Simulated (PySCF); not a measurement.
Breaking a bond: CN, doublet.

Levels of theory: UKS-TPSSh = unrestricted TPSSh/6-31G run with PySCF; UKS-PBE0 = unrestricted PBE0/6-31G (PySCF); ROKS-PBE0 = PySCF 2.14.0 with restricted open-shell PBE0/6-31G.

Magnitude of the dipole moment (D; its direction can reverse along the curve, and a method can change to another solution) and Mulliken charge of the fragment that holds C1:

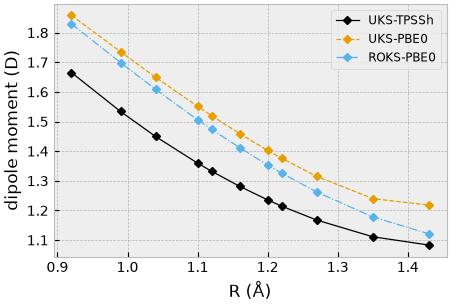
Dipole moment against bond length.

```csv
R / Å,μ UKS-TPSSh,q UKS-TPSSh,μ UKS-PBE0,q UKS-PBE0,μ ROKS-PBE0,q ROKS-PBE0
0.92,1.67,0.02,1.86,0.02,1.83,0.02
0.99,1.53,0.09,1.74,0.09,1.70,0.09
1.04,1.45,0.13,1.65,0.14,1.61,0.14
1.10,1.36,0.17,1.55,0.18,1.51,0.18
1.12,1.33,0.18,1.52,0.19,1.47,0.19
1.16,1.28,0.20,1.46,0.21,1.41,0.21
1.20,1.24,0.21,1.40,0.22,1.35,0.22
1.22,1.21,0.22,1.38,0.22,1.33,0.23
1.27,1.17,0.23,1.31,0.23,1.26,0.23
1.35,1.11,0.23,1.24,0.24,1.18,0.24
1.43,1.08,0.22,1.22,0.23,1.12,0.23
```

The scan ran from 0.92 to 4.64 Å; beyond the distances shown one of the unrestricted levels run for this scan, shown here or not, changes its spin distribution in one step.
